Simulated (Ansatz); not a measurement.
# Zr$_{2}$Cl$_{8}$ (charge +1): geometry relaxation (part 3 of 3)

The same run, continued: Zr$_{2}$Cl$_{8}$ (Zr2(Cl)8), charge +1, multiplicity 2; UKS r2SCAN-D4/def2-SVP (Ansatz 0.2.0). The geometry: r2SCAN-D4/def2-SVP start.

Geometry of the input (Å):
```
Zr -1.0860  -0.4990  -1.2468
Cl -3.3438  -0.0270  -1.4694
Cl -0.0934  0.5588  -3.0818
Cl -0.9287  -2.7361  -1.8698
Cl -0.9851  -1.0708  1.2594
Zr 1.1029  0.5527  1.4509
Cl 1.9339  -0.7487  -0.3521
Cl 1.2886  -0.2118  3.6536
Cl 2.6215  2.3191  1.5514
Cl -0.5098  1.8628  0.1046
```

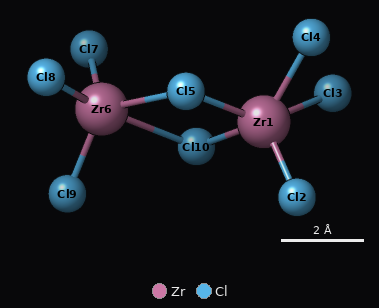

Fig. 1: The geometry at step 39 of the log (ball-and-stick view, seen on its broad side; atoms are numbered from 1 in the order of the input).

**Trajectory as extended XYZ, continued**
```
10
Properties=species:S:1:pos:R:3:forces:R:3 step=29 energy=-102714.49035
Zr   -1.3839   -0.2728   -1.2308   -0.0240  -0.0129   0.0297
Cl   -3.5301    0.4459   -0.9567    0.0502  -0.0111  -0.0050
Cl   -0.8239   -0.2124   -3.6220   -0.0015  -0.0074  -0.0189
Cl   -1.3386   -2.5227   -2.2485   -0.0034   0.0300   0.0032
Cl   -0.6358   -1.2401    0.9201   -0.0115   0.0426  -0.0347
Zr    1.3489    0.4723    1.5825    0.1159   0.0239   0.0063
Cl    3.1818   -0.4201    0.5168   -0.0761   0.0356   0.0385
Cl    1.2562   -0.4793    3.6768   -0.0047  -0.0022  -0.0233
Cl    1.7688    2.6890    2.0614   -0.0082  -0.0376   0.0045
Cl    0.1567    1.5401   -0.6997   -0.0366  -0.0610  -0.0003
10
Properties=species:S:1:pos:R:3:forces:R:3 step=30 energy=-102714.49068
Zr   -1.3808   -0.2647   -1.2364   -0.0129  -0.0020  -0.0079
Cl   -3.5203    0.4691   -0.9556    0.0321  -0.0089  -0.0120
Cl   -0.8403   -0.2309   -3.6398   -0.0138  -0.0148   0.0135
Cl   -1.3243   -2.5234   -2.2364   -0.0039   0.0263   0.0000
Cl   -0.6592   -1.2203    0.9310    0.0343   0.0620  -0.0088
Zr    1.3511    0.4618    1.6003   -0.0226  -0.0015  -0.0596
Cl    3.1811   -0.4015    0.5156   -0.0108   0.0028   0.0063
Cl    1.2898   -0.5072    3.6848   -0.0003  -0.0048  -0.0058
Cl    1.7327    2.6832    2.0689    0.0011   0.0130   0.0293
Cl    0.1701    1.5337   -0.7323   -0.0032  -0.0720   0.0449
10
Properties=species:S:1:pos:R:3:forces:R:3 step=31 energy=-102714.49228
Zr   -1.3826   -0.2728   -1.2394    0.0043  -0.0156   0.0038
Cl   -3.5162    0.4727   -0.9587   -0.0012   0.0052   0.0014
Cl   -0.8533   -0.2326   -3.6425   -0.0035  -0.0156  -0.0104
Cl   -1.3447   -2.5277   -2.2406   -0.0020   0.0094  -0.0011
Cl   -0.6438   -1.2119    0.9270   -0.0123  -0.0080   0.0146
Zr    1.3565    0.4720    1.5989   -0.0364   0.0032  -0.0443
Cl    3.1859   -0.3905    0.5161    0.0321  -0.0049  -0.0021
Cl    1.2824   -0.5054    3.6780    0.0026  -0.0266   0.0224
Cl    1.7277    2.6887    2.0977   -0.0015   0.0243  -0.0017
Cl    0.1882    1.5076   -0.7364    0.0179   0.0287   0.0174
10
Properties=species:S:1:pos:R:3:forces:R:3 step=32 energy=-102714.49425
Zr   -1.3780   -0.2647   -1.2462    0.0111   0.0337   0.0159
Cl   -3.5008    0.5132   -0.9697    0.0072  -0.0004  -0.0037
Cl   -0.8615   -0.2706   -3.6528   -0.0019  -0.0068  -0.0033
Cl   -1.3656   -2.5350   -2.2093   -0.0025  -0.0058  -0.0008
Cl   -0.6622   -1.1892    0.9392   -0.0128  -0.0130  -0.0065
Zr    1.3550    0.4618    1.5948    0.0161   0.0183   0.0291
Cl    3.2147   -0.3446    0.5180    0.0033   0.0001  -0.0060
Cl    1.3148   -0.5536    3.6595    0.0009   0.0013  -0.0145
Cl    1.6666    2.6824    2.1248   -0.0109  -0.0099  -0.0023
Cl    0.2170    1.5001   -0.7584   -0.0104  -0.0174  -0.0079
10
Properties=species:S:1:pos:R:3:forces:R:3 step=33 energy=-102714.49542
Zr   -1.3636   -0.2343   -1.2694    0.0525   0.0690  -0.0267
Cl   -3.4563    0.6240   -0.9911    0.0335  -0.0106  -0.0131
Cl   -0.9137   -0.3614   -3.6944   -0.0211  -0.0117   0.0826
Cl   -1.3986   -2.5487   -2.1286   -0.0010   0.0231  -0.0049
Cl   -0.7040   -1.1278    0.9656   -0.0012   0.0059  -0.0353
Zr    1.3537    0.4278    1.6090    0.1341   0.1326   0.1610
Cl    3.2708   -0.2351    0.5212   -0.0915   0.0261   0.0272
Cl    1.4169   -0.6694    3.6377   -0.0152   0.0831  -0.1404
Cl    1.4843    2.6639    2.1955   -0.0311  -0.2222  -0.0486
Cl    0.3106    1.4610   -0.8457   -0.0588  -0.0953  -0.0017
10
Properties=species:S:1:pos:R:3:forces:R:3 step=34 energy=-102714.49755
Zr   -1.3627   -0.2425   -1.2596    0.0119   0.0337  -0.0193
Cl   -3.4633    0.5944   -0.9849    0.0109   0.0010  -0.0028
Cl   -0.9042   -0.3352   -3.6807   -0.0079  -0.0098   0.0384
Cl   -1.3887   -2.5436   -2.1499   -0.0006  -0.0012  -0.0067
Cl   -0.6888   -1.1489    0.9582   -0.0004   0.0059  -0.0168
Zr    1.3558    0.4408    1.6053    0.0308   0.0360   0.0737
Cl    3.2493   -0.2670    0.5139   -0.0104   0.0081   0.0017
Cl    1.3825   -0.6345    3.6406    0.0016   0.0289  -0.0456
Cl    1.5299    2.6689    2.1771   -0.0135  -0.0709  -0.0123
Cl    0.2901    1.4675   -0.8200   -0.0224  -0.0316  -0.0103
10
Properties=species:S:1:pos:R:3:forces:R:3 step=35 energy=-102714.49881
Zr   -1.3501   -0.2178   -1.2681   -0.0182  -0.1347  -0.0631
Cl   -3.4355    0.6516   -0.9874   -0.0066   0.0176   0.0078
Cl   -0.9197   -0.3862   -3.6870   -0.0054   0.0353   0.0138
Cl   -1.4349   -2.5433   -2.1304   -0.0015   0.0208   0.0388
Cl   -0.6681   -1.1520    0.9468   -0.0213   0.0315  -0.0235
Zr    1.3578    0.4222    1.6213    0.0186  -0.0066   0.0321
Cl    3.2680   -0.2200    0.5180    0.0042   0.0066   0.0016
Cl    1.4254   -0.6608    3.6475    0.0033   0.0106  -0.0253
Cl    1.4356    2.6507    2.1971   -0.0081  -0.0070   0.0042
Cl    0.3214    1.4558   -0.8578    0.0349   0.0258   0.0136
10
Properties=species:S:1:pos:R:3:forces:R:3 step=36 energy=-102714.50086
Zr   -1.3433   -0.2180   -1.2785   -0.0352  -0.0639  -0.0285
Cl   -3.4122    0.6897   -0.9896    0.0072   0.0032  -0.0027
Cl   -0.9404   -0.4112   -3.6990    0.0000   0.0266   0.0081
Cl   -1.4536   -2.5517   -2.1134    0.0019   0.0196   0.0359
Cl   -0.6809   -1.1266    0.9552   -0.0097  -0.0074  -0.0115
Zr    1.3647    0.4129    1.6249    0.0125   0.0630   0.0342
Cl    3.2916   -0.1820    0.5200   -0.0145   0.0112   0.0135
Cl    1.4511   -0.6905    3.6388    0.0064   0.0108  -0.0245
Cl    1.3739    2.6416    2.2195   -0.0020  -0.0764  -0.0148
Cl    0.3492    1.4358   -0.8780    0.0333   0.0133  -0.0098
10
Properties=species:S:1:pos:R:3:forces:R:3 step=37 energy=-102714.50049 accepted=F
Zr   -1.3336   -0.2127   -1.2878   -0.0237   0.0636  -0.0089
Cl   -3.3680    0.7771   -0.9932    0.0625  -0.0331  -0.0146
Cl   -0.9802   -0.4525   -3.7098   -0.0105  -0.0145   0.0114
Cl   -1.4842   -2.5626   -2.0593   -0.0018   0.0370  -0.0034
Cl   -0.7074   -1.1038    0.9683    0.0162   0.0172  -0.0155
Zr    1.3589    0.3968    1.6240    0.1360   0.1982   0.0601
Cl    3.3309   -0.0915    0.5313   -0.1099   0.0289   0.0638
Cl    1.5077   -0.7522    3.6085   -0.0106   0.0258  -0.0407
Cl    1.2438    2.6185    2.2679    0.0010  -0.2474  -0.0818
Cl    0.4322    1.3830   -0.9499   -0.0592  -0.0757   0.0296
10
Properties=species:S:1:pos:R:3:forces:R:3 step=38 energy=-102714.50251
Zr   -1.3504   -0.2194   -1.2876    0.0311   0.0273   0.0151
Cl   -3.3990    0.7343   -0.9953    0.0055  -0.0037  -0.0026
Cl   -0.9666   -0.4251   -3.7071   -0.0047  -0.0041  -0.0112
Cl   -1.4682   -2.5577   -2.0895   -0.0075   0.0046  -0.0014
Cl   -0.6903   -1.1135    0.9518   -0.0103  -0.0319   0.0402
Zr    1.3650    0.4087    1.6292    0.0332   0.0428  -0.0259
Cl    3.3170   -0.1322    0.5389   -0.0216   0.0134   0.0161
Cl    1.4824   -0.7174    3.6266   -0.0103  -0.0035   0.0062
Cl    1.3182    2.6299    2.2421   -0.0078  -0.0564  -0.0153
Cl    0.3917    1.3922   -0.9091   -0.0076   0.0114  -0.0213
10
Properties=species:S:1:pos:R:3:forces:R:3 step=39 energy=-102714.50323
Zr   -1.3300   -0.2158   -1.2876   -0.0481   0.0866   0.0192
Cl   -3.3575    0.7867   -0.9945    0.0464  -0.0264  -0.0056
Cl   -0.9995   -0.4498   -3.7106    0.0018  -0.0232  -0.0179
Cl   -1.4998   -2.5611   -2.0585    0.0004   0.0078  -0.0153
Cl   -0.7076   -1.1074    0.9679    0.0345   0.0152  -0.0129
Zr    1.3667    0.3918    1.6219    0.0641   0.0904  -0.0245
Cl    3.3555   -0.0679    0.5543   -0.0624   0.0106   0.0270
Cl    1.5054   -0.7521    3.6055   -0.0018  -0.0136   0.0307
Cl    1.2252    2.6038    2.2546   -0.0020  -0.0777  -0.0185
Cl    0.4417    1.3718   -0.9529   -0.0331  -0.0698   0.0177
10
Properties=species:S:1:pos:R:3:forces:R:3 step=40 energy=-102714.50443
Zr   -1.3322   -0.2093   -1.2940   -0.0272   0.0102   0.0046
Cl   -3.3549    0.7996   -0.9943    0.0377  -0.0168  -0.0029
Cl   -1.0058   -0.4642   -3.7168   -0.0017  -0.0030  -0.0053
Cl   -1.5165   -2.5605   -2.0595   -0.0001   0.0265   0.0074
Cl   -0.6920   -1.1039    0.9591    0.0057  -0.0051  -0.0014
Zr    1.3733    0.3910    1.6310    0.0446   0.0799  -0.0275
Cl    3.3610   -0.0565    0.5558   -0.0553   0.0143   0.0357
Cl    1.5145   -0.7559    3.6133    0.0009  -0.0070   0.0141
Cl    1.2021    2.6012    2.2650    0.0033  -0.0847  -0.0279
Cl    0.4505    1.3585   -0.9597   -0.0080  -0.0144   0.0032
10
Properties=species:S:1:pos:R:3:forces:R:3 step=42 energy=-102714.50631
Zr   -1.3195   -0.2151   -1.3018    0.0258   0.0164  -0.0025
Cl   -3.3029    0.8487   -0.9498    0.0024   0.0016   0.0024
Cl   -1.0604   -0.4727   -3.7374   -0.0043   0.0018   0.0322
Cl   -1.5920   -2.5523   -2.0634   -0.0014  -0.0117  -0.0070
Cl   -0.6542   -1.1340    0.9378   -0.0193  -0.0053  -0.0238
Zr    1.3813    0.3849    1.6292    0.0252   0.0093   0.0116
Cl    3.4156    0.0174    0.6179   -0.0135   0.0049   0.0087
Cl    1.5133   -0.7580    3.6169   -0.0007   0.0081  -0.0108
Cl    1.1034    2.5826    2.2514   -0.0002  -0.0118  -0.0058
Cl    0.5154    1.2986   -1.0008   -0.0139  -0.0133  -0.0049
10
Properties=species:S:1:pos:R:3:forces:R:3 step=43 energy=-102714.50665
Zr   -1.3085   -0.2174   -1.3081    0.0243   0.0236  -0.0156
Cl   -3.2588    0.8948   -0.9136    0.0263  -0.0104  -0.0043
Cl   -1.1029   -0.4822   -3.7503   -0.0064   0.0054   0.0541
Cl   -1.6497   -2.5481   -2.0639   -0.0007  -0.0034  -0.0058
Cl   -0.6301   -1.1571    0.9201   -0.0148   0.0041  -0.0245
Zr    1.3870    0.3772    1.6293    0.0564   0.0382   0.0133
Cl    3.4575    0.0809    0.6628   -0.0565   0.0083   0.0268
Cl    1.5173   -0.7625    3.6197   -0.0025   0.0155  -0.0285
Cl    1.0175    2.5660    2.2428    0.0065  -0.0538  -0.0194
Cl    0.5706    1.2484   -1.0388   -0.0327  -0.0275   0.0040
10
Properties=species:S:1:pos:R:3:forces:R:3 step=44 energy=-102714.50707
Zr   -1.3066   -0.2204   -1.3065    0.0101   0.0220  -0.0069
Cl   -3.2546    0.8936   -0.9094    0.0142  -0.0063  -0.0022
Cl   -1.1038   -0.4773   -3.7477   -0.0024   0.0036   0.0341
Cl   -1.6509   -2.5486   -2.0691   -0.0006  -0.0092  -0.0041
Cl   -0.6276   -1.1608    0.9192   -0.0087  -0.0010  -0.0162
Zr    1.3880    0.3789    1.6287    0.0232   0.0117   0.0042
Cl    3.4571    0.0783    0.6648   -0.0277   0.0062   0.0147
Cl    1.5124   -0.7596    3.6197    0.0002   0.0125  -0.0155
Cl    1.0176    2.5679    2.2347    0.0054  -0.0242  -0.0041
Cl    0.5683    1.2481   -1.0343   -0.0137  -0.0153  -0.0041
10
Properties=species:S:1:pos:R:3:forces:R:3 step=45 energy=-102714.50681 accepted=F
Zr   -1.3082   -0.2245   -1.3049   -0.0163  -0.0151  -0.0285
Cl   -3.2520    0.8952   -0.9063    0.0036   0.0002   0.0006
Cl   -1.1031   -0.4799   -3.7451   -0.0005   0.0030   0.0201
Cl   -1.6668   -2.5518   -2.0754    0.0014   0.0084   0.0016
Cl   -0.6286   -1.1715    0.9099    0.0424   0.0269   0.0220
Zr    1.3934    0.3851    1.6272   -0.0468  -0.0310  -0.0303
Cl    3.4683    0.0936    0.6782   -0.0078   0.0026   0.0034
Cl    1.5034   -0.7607    3.6140    0.0037   0.0078  -0.0046
Cl    1.0268    2.5713    2.2388    0.0004  -0.0060  -0.0010
Cl    0.5668    1.2433   -1.0364    0.0199   0.0031   0.0169
10
Properties=species:S:1:pos:R:3:forces:R:3 step=46 energy=-102714.50712
Zr   -1.3060   -0.2207   -1.3031   -0.0032  -0.0113  -0.0166
Cl   -3.2516    0.8950   -0.9050   -0.0052   0.0067   0.0037
Cl   -1.1019   -0.4719   -3.7408   -0.0020  -0.0008  -0.0013
Cl   -1.6508   -2.5487   -2.0713   -0.0030  -0.0046  -0.0047
Cl   -0.6289   -1.1711    0.9149    0.0017   0.0061   0.0029
Zr    1.3827    0.3787    1.6226    0.0135  -0.0017   0.0206
Cl    3.4536    0.0806    0.6680    0.0106  -0.0006  -0.0055
Cl    1.5110   -0.7503    3.6176   -0.0049  -0.0072  -0.0010
Cl    1.0204    2.5654    2.2341   -0.0061   0.0111  -0.0048
Cl    0.5716    1.2431   -1.0370   -0.0014   0.0023   0.0067
10
Properties=species:S:1:pos:R:3:forces:R:3 step=47 energy=-102714.50720
Zr   -1.3051   -0.2277   -1.3091   -0.0067   0.0020   0.0031
Cl   -3.2296    0.9176   -0.8878    0.0054  -0.0046  -0.0026
Cl   -1.1241   -0.4759   -3.7478    0.0018   0.0020  -0.0120
Cl   -1.6862   -2.5510   -2.0818   -0.0010   0.0071   0.0093
Cl   -0.6136   -1.1772    0.9025   -0.0015  -0.0258   0.0311
Zr    1.3918    0.3791    1.6261   -0.0083   0.0051  -0.0151
Cl    3.4793    0.1161    0.6963    0.0001   0.0008  -0.0011
Cl    1.5102   -0.7531    3.6193   -0.0029  -0.0087   0.0060
Cl    0.9851    2.5607    2.2294   -0.0017  -0.0021  -0.0044
Cl    0.5922    1.2115   -1.0471    0.0148   0.0241  -0.0143
10
Properties=species:S:1:pos:R:3:forces:R:3 step=48 energy=-102714.50736
Zr   -1.2956   -0.2282   -1.3062   -0.0292   0.0180  -0.0011
Cl   -3.2127    0.9283   -0.8765    0.0254  -0.0175  -0.0072
Cl   -1.1321   -0.4777   -3.7477    0.0018   0.0009   0.0056
Cl   -1.6986   -2.5485   -2.0766    0.0024   0.0096   0.0067
Cl   -0.6093   -1.1861    0.9059    0.0105   0.0066  -0.0090
Zr    1.3924    0.3767    1.6240    0.0055   0.0209  -0.0165
Cl    3.4876    0.1304    0.7025   -0.0259   0.0017   0.0120
Cl    1.5042   -0.7619    3.6144    0.0059   0.0065   0.0050
Cl    0.9584    2.5574    2.2175    0.0062  -0.0304   0.0012
Cl    0.6058    1.2095   -1.0572   -0.0026  -0.0162   0.0032
10
Properties=species:S:1:pos:R:3:forces:R:3 step=49 energy=-102714.50753
Zr   -1.2992   -0.2257   -1.3065   -0.0093   0.0039  -0.0024
Cl   -3.2222    0.9214   -0.8836    0.0091  -0.0051  -0.0016
Cl   -1.1263   -0.4759   -3.7466    0.0004   0.0002  -0.0002
Cl   -1.6884   -2.5479   -2.0751   -0.0004   0.0031   0.0021
Cl   -0.6114   -1.1830    0.9056    0.0011   0.0001   0.0009
Zr    1.3898    0.3771    1.6240    0.0055   0.0066  -0.0035
Cl    3.4791    0.1187    0.6952   -0.0068   0.0016   0.0039
Cl    1.5080   -0.7565    3.6170    0.0009  -0.0001   0.0024
Cl    0.9710    2.5581    2.2232    0.0008  -0.0085  -0.0012
Cl    0.5996    1.2138   -1.0530   -0.0013  -0.0018  -0.0004
```

**Key numbers**

| quantity | value |
| --- | --- |
| outcome | converged |
| total energy | −102714.5076 eV |
| mean-field energy | −102714.3382 eV |
| dispersion energy | −0.1694 eV |
| ⟨S²⟩ | 0.755 |
| HOMO (either spin) | −12.09 eV |
| LUMO (either spin) | −11.65 eV |
| largest force (length of the vector) at the end | 0.011 eV/Å |
| hardware | 2 CPU threads, shared host |
| wall time | 3.1 min (CPU time 3.2 min) |
| peak memory | 0.95 GiB |
